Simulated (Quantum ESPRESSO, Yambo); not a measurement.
# A GW chain in Yambo: GaAs (F-43m), part 3 of 3

Wanted: ground state, empty states, screening and self-energy for GaAs (F-43m).

Quantum ESPRESSO 7.5 and Yambo 5.3.0; PBE and many-body steps on it, plane waves. Known limits of the many-body steps: not at the basis limit; no spin-orbit coupling; coarse k mesh.

So far. Step 3 (Bands along the symmetry lines): The gap is 0.518 eV, as in the run before at this level. Step 4 (Empty states on the mesh, 4×4×4 mesh, 555 bands): On this mesh the gap is 0.518 eV.

## Step 6: Screening and self-energy, 4×4×4 mesh, 239 bands, screening to 231.3 eV

G0W0 replaces the xc potential by the self-energy, built once from these orbitals. Only a window of levels is corrected, while the sums run over the empty bands that the input names.

This step: G0W0 on PBE, plane waves, norm-conserving pseudopotentials.

Contents of gw2.in:

```
HF_and_locXC
gw0
dyson
ppa
em1d
rim_cut
RandQpts= 1000000
RandGvec= 1 RL
EXXRLvcs= 104 Ry
VXCRLvcs= 416 Ry
Chimod= "HARTREE"
% BndsRnXp
 1 | 239 |
%
NGsBlkXp= 17 Ry
% LongDrXp
 1 | 1 | 1 |
%
% GbndRnge
 1 | 239 |
%
DysSolver= "n"
ExtendOut
PPAPntXp= 27.21138 eV
% QPkrange
 1 | 1 | 21 | 24 |
%
```

Launch:

```console
$ OMP_NUM_THREADS=1 mpirun -n 8 yambo -F gw2.in -J gw2 -C gw2 > gw2.log
```

What it wrote:

```text
 Yambo, version 5.3.0

 [02] CORE Variables Setup
 =========================

  [... cell, symmetries and grids as in the set-up ...]

  [02.05] Energies & Occupations
  ==============================

  [X] === General ===
  [X] Electronic Temperature                        :  0.000000  0.000000 [eV K]
  [X] Bosonic    Temperature                        :  0.000000  0.000000 [eV K]
  [X] Finite Temperature mode                       : no
  [X] El. density                                   :  0.97390E+24 [cm-3]
  [X] Fermi Level                                   :  9.827510 [eV]

  [X] === Gaps and Widths ===
  [X] Conduction Band Min                           :  0.518058 [eV]
  [X] Valence Band Max                              :  0.000000 [eV]
  [X] Filled Bands                                  :  22
  [X] Empty Bands                                   :    23   555
  [X] Direct Gap                                    :  0.518058 [eV]
  [X] Direct Gap localized at k                     :  1
  [X] Indirect Gap                                  :  0.518058 [eV]
  [X] Indirect Gap between kpts                     :  1  1
  [X] Last valence band width                       :  3.339194 [eV]
  [X] 1st conduction band width                     :  4.106600 [eV]

 [03] Transferred momenta grid and indexing
 ==========================================

 IBZ Q-points                                      :   8
 BZ  Q-points                                      :   64

 K/Q-points units:
 rlu = crystal or reduced units; cc = cartesian coordinates; iku = interal k-units

 Q [1]          [rlu]:  0.000000  0.000000  0.000000
 Q [2]          [rlu]: -0.91587E-18 -0.91587E-18  0.25000
 Q [3]          [rlu]:  0.18317E-17  0.18317E-17 -0.50000
 Q [4]          [rlu]: -0.26116E-17  0.25000      0.25000
 Q [5]          [rlu]:  0.71282E-16  0.25000      0.50000
 Q [6]          [rlu]:  0.18317E-17  0.25000     -0.25000
 Q [7]          [rlu]:  0.52231E-17 -0.50000     -0.50000
 Q [8]          [rlu]:  0.250000 -0.500000 -0.250000

 [04] Coloumb potential Random Integration (RIM)
 ===============================================

  [04.01] RIM initialization
  ==========================

  * Diagonal components only detected *

  8 x (sBL volume)        :  0.101699 [a.u.]
  sBZ random points       :  1000000
  Points outside the sBZ  :   7987327
  RL volume               :  0.813588 [a.u.]
  Integrated volume       :  0.814879 [a.u.]

  [04.02] RIM integrals
  =====================

  Gamma point sphere radius             :  0.084669 [a.u.]
  Points outside the sphere             :   799513
  [Int_sBZ(q=0) 1/q^2]*(Vol_sBZ)^(-1/3) =:  7.764325
                                 should be <:  7.795600

  Summary of Coulomb integrals for non-metallic bands |Q|[au] RIM/Bare

  Q [1] 0.100000E-4 0.995988 * Q [2] 0.254653 1.066317
  Q [4] 0.294048 1.065091 * Q [6] 0.415847 1.027759
  Q [5] 0.487623 1.020584 * Q [3] 0.509306 1.018268
  Q [7] 0.588096 1.014689 * Q [8] 0.657511 1.011648

 [WARNING] [Xp] User bands 1-239 break level degeneracy

 [05] Dipoles
 ============

  [05.01] Setup: observables and procedures
  =========================================

 [06] Dynamic Dielectric Matrix (PPA)
 ====================================

 [SLK-Inversion]  Pools        :  2
 [SLK-Inversion]  BLACS grid   :  2  2

 [WR./gw2//ndb.pp]---------------------------------------------------------------
  Brillouin Zone Q/K grids (IBZ/BZ)                :    8   64    8   64
  RL vectors                                       :   6567 [WF]
  Coulomb cutoff potential                         : none
  Electronic Temperature                           :  0.000000 [K]
  Bosonic    Temperature                           :  0.000000 [K]
  PPA    diel. fun.  energies                      : Perdew, Burke & Ernzerhof(X)+Perdew, Burke & Ernzerhof(C)
  wavefunctions                                    : Perdew, Burke & Ernzerhof(X)+Perdew, Burke & Ernzerhof(C)
  Global Gauge                                     : length
  X matrix size                                    :   387
  X band range                                     :    1  239
  X e/h energy range                               : -1.000000 -1.000000 [eV]
  X Time ordering                                  : R
  X Hxc Kernel                                     : HARTREE
  X Drude frequency                                :  0.000000  0.000000
  X poles                                          :  100.0000 [o/o]
  RL vectors in the sum                            :   6567
  [r,Vnl] included                                 : yes
  Field direction                                  :  0.577350E-5  0.577350E-5  0.577350E-5
  BZ energy Double Grid                            : no
  BZ energy DbGd points                            : 0
  BZ Q point size factor                           : -1.000000
  X Optical Averaged directions                    : none

 [07] Local Exchange-Correlation + Non-Local Fock
 ================================================

 [VXC] Plane waves :   43655
 [EXS] Plane waves :   5601

 QP @ state[ 1 ] K range:  1  1
 QP @ state[ 1 ] b range:  21  24

 [xc] Functional : Perdew, Burke & Ernzerhof(X)+Perdew, Burke & Ernzerhof(C)
 [xc] LIBXC used to calculate xc functional
  PP Number of Atomic Species                      :  2
  NLCC RL compoments                               :   43655
  PP Number of Atomic Species                      :  2
  NLCC RL compoments                               :   43655

 [xc] E_xc :  -45.46123 [Ha]
      E_xc :  -90.92246 [Ry]

  Local XC kind (lXC) : Perdew, Burke & Ernzerhof(X)+Perdew, Burke & Ernzerhof(C)
  Non-Local XC kind (nlXC) : Hartree-Fock

  Corrections @ K [1] :  [eV]
 <21|nlXC|21> = -15.93724  0.22402E-16 <21|lXC|21> = -14.36257 -0.18882E-15
 <22|nlXC|22> = -15.93715 -0.31082E-17 <22|lXC|22> = -14.36257  0.47204E-16
 <23|nlXC|23> = -10.69830 -0.27111E-17 <23|lXC|23> = -14.69845 -0.11801E-16
 <24|nlXC|24> = -7.088590 -0.20586E-17 <24|lXC|24> = -11.53166  0.18882E-15

 [08] Dyson equation: Newton solver
 ==================================

  [08.01] G0W0 (W PPA)
  ====================

  [  GW  ] Bands range     :    1  239
  [GW/PPA] G damping       :  0.100000 [eV]

  QP @ state[ 1 ] K range:  1  1
  QP @ state[ 1 ] b range:  21  24

   Sc/G bands                                       :    1  239
   Sc/G damping                                     :  0.100000 ev
   Sc bands terminator                              : no
   Sx RL components                                 :   5601

   QP @ state[ 1 ] K range                          :  1  1
   QP @ state[ 1 ] b range                          :  21  24
   GF energies kind                                 : Perdew, Burke & Ernzerhof(X)+Perdew, Burke & Ernzerhof(C)
   GF WF`s kind                                     : Perdew, Burke & Ernzerhof(X)+Perdew, Burke & Ernzerhof(C)
   Xs energies kind                                 : Perdew, Burke & Ernzerhof(X)+Perdew, Burke & Ernzerhof(C)
   Xs WF`s kind                                     : Perdew, Burke & Ernzerhof(X)+Perdew, Burke & Ernzerhof(C)

 [11] Game Over & Game summary
```

The job ended after 4 min (8 MPI ranks of Arm Neoverse V2, shared host; peak memory 4.6 GiB).

Numbers from this step:

| Quantity | Value |
| --- | --- |
| G0W0 gap on the points computed | 1.134 eV |
| starting gap on the mesh | 0.5181 eV |
| k of the valence top | 0, 0, 0 |
| k of the conduction bottom | 0, 0, 0 |
| least direct G0W0 gap on the computed points | 1.134 eV |
| Z at the valence top | 0.7950 |
| Z at the conduction bottom | 0.7981 |

The gap on the mesh goes from 0.52 eV to 1.13 eV, a correction of +0.62 eV.

Limits: finite bands, cutoff and mesh; no spin-orbit coupling; coarse k mesh. v1 is the top filled band, c1 the lowest empty one. The levels before and after the correction (eV, zero at the valence-band top of each column):

|  | conduction bottom | valence top |
| --- | --- | --- |
| Kohn-Sham | 0.52 | 0.00 |
| G0W0 | 1.13 | 0.00 |

|  | level | energy (eV) |
| --- | --- | --- |
| Kohn-Sham | Γ v2-v1 | 0.000 |
| Kohn-Sham | Γ c1 | 0.518 |
| Kohn-Sham | Γ c2 | 3.737 |
| G0W0 | Γ v2-v1 | 0.000 |
| G0W0 | Γ c1 | 1.134 |
| G0W0 | Γ c2 | 4.331 |

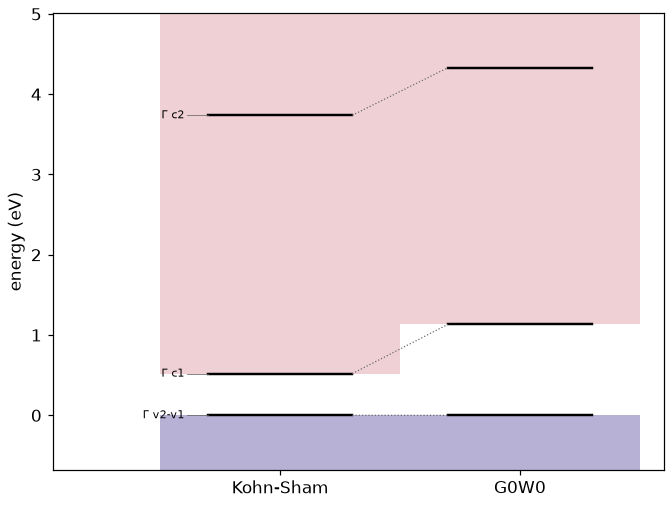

Levels before and after the correction. Shaded: valence and conduction bands.

## Step 7: Where the time went

Times are wall times on the hardware named with each run, good to a factor of about two.

| step | time | share | memory (GiB) |
| --- | --- | --- | --- |
| ground state | 6.5 s | 2 % | 0.61 |
| bands along the symmetry lines | 4.2 s | 1 % | 0.53 |
| empty states on the mesh | 69 s | 21 % | 1.8 |
| conversion and set-up | 3.3 s | 1 % | 0.25 |
| screening and self-energy | 4 min | 74 % | 4.6 |

## Step 8: Results

```
PBE gap              : 0.52 eV, direct
G0W0 gap on the mesh : 1.13 eV
GW settings          : 4×4×4 mesh, 239 bands, screening to 231.3 eV, Godby-Needs plasmon pole
known limits         : not at the basis limit; no spin-orbit coupling; coarse k mesh
```

In words: G0W0 moves the gap on the mesh from 0.52 eV to 1.13 eV (+0.62 eV), with Z of 0.79 and 0.80 at the edges. Only 1 of the mesh's irreducible points was corrected, so a valley elsewhere could overtake. The dearest step here is «screening and self-energy». Against experiment, by G0W0@PBE: the direct gap of 1.13 eV lies −0.38 eV from the measured 1.51 eV (exciton, 77 K, 2020); the direct gap of 1.13 eV lies −0.29 eV from the measured 1.42 eV (exciton, 300 K, 2014); the direct gap of 1.13 eV lies −0.28 eV from the measured 1.412 ± 0.01 eV (direct, 300 K, 2008); the direct gap of 1.13 eV lies −0.28 eV from the measured 1.418 ± 0.005 eV (direct, 300 K, 2008). An exciton line or allowed optical edge lies below the quasiparticle gap by the binding energy; a forbidden edge can push the onset above it. The calculation has static nuclei and no excitons; a measured gap holds zero-point and thermal motion, which mostly lowers it. Bands and cutoff are finite, so the gap is not at the basis limit. The miss can reach some tenths of an eV and take either sign; the mesh is an error of its own. In the G0W0 run levels were corrected at 1 k point alone, so a gap called «on the mesh» is the least over those, and an edge elsewhere would be missed. The 4×4×4 mesh is coarse for this cell, which bears on the long-range parts of exchange and screening. The many-body steps are scalar-relativistic: spin-orbit coupling is not in them.

[Paths, hosts, dates, memory and timing lines, banners, echoed tables and standing remarks are left out of the program output.]

[Logs are printed without paths, hosts, clocks, repeated set-up lines and the standing remarks that a program may print on its own settings, such as how far it seeks lower states.]

[Runs of the session that timed out or met a known fault of the program may be left out.]

[Hosts, paths, dates, database ids (printed as entryN), source tags and the programs' standing remarks are cut or masked in the printed files.]
